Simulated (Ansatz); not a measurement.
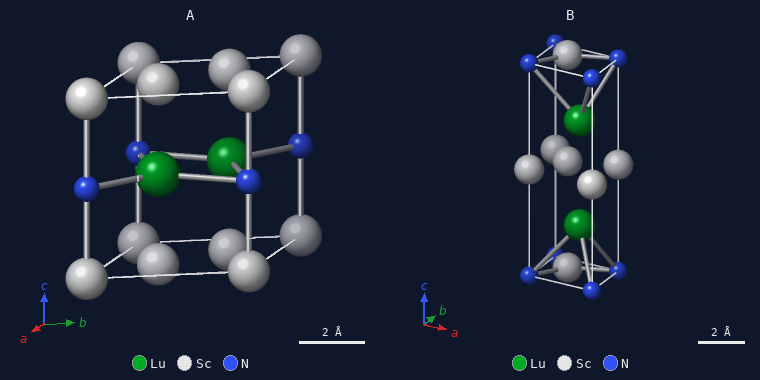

Two structures of Lu2Sc3N, each relaxed to rest (conventional cells in solid outline, small ones repeated, not to one scale). Method: Ansatz 0.2.0, DFT PBE, scalar-relativistic, plane waves, PAW, without spin polarisation.

What structure does each panel show?

Answer. A: 6 atoms a cell on a primitive hexagonal lattice, P6/mmm. B: 6 atoms a cell on a primitive hexagonal lattice, P-6m2.

What is the energy order of the two?

Answer. B is lower, by 275 meV/atom at this level of theory (energies at zero smearing). Volumes: A 22.1, B 22.2 Å³/atom.

One or both may be structure types tried for this composition rather than known phases.
